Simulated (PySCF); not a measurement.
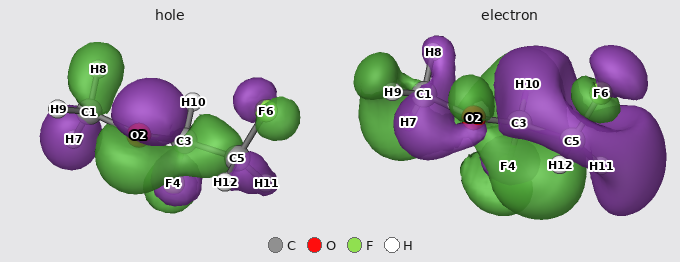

Figure. C3H6F2O, SMILES `COC(F)CF`. Leading natural transition orbital pair of T₃ (TDA triplet states); the surfaces enclose about 85 % of each orbital's density.

PySCF calculation, PBE0/6-31G*, gas phase; geometry: GFN2-xTB. No frequency check shows the geometry to be a minimum. Without diffuse functions Rydberg states are missing, so the states' numbers hold for this basis only.

Coordinates in Å:

```
C1      -2.1368    0.6862   -0.1227
O2      -0.8446    0.5657    0.4505
C3       0.0007   -0.2707   -0.2170
F4      -0.4244   -1.5883   -0.0753
C5       1.4091   -0.1657    0.3677
F6       2.1140    0.7965   -0.2975
H7      -2.6557   -0.2758   -0.1204
H8      -2.0703    1.0629   -1.1486
H9      -2.6740    1.3973    0.4993
H10      0.0158   -0.0914   -1.3077
H11      1.9385   -1.1143    0.2401
H12      1.3577    0.1224    1.4208
```

Give its energy and the atoms that hole and electron lie on.

9.16 eV (135 nm), spin-forbidden from the singlet ground state; the leading pair carries 93 %; hole on O2 (48 %), F4 (10 %) and C1 and C3 (8 % each), electron on C3 (23 %), C5 (20 %) and F4 (12 %); their centroids lie 1.0 Å apart. The HOMO–LUMO gap is 10.90 eV.
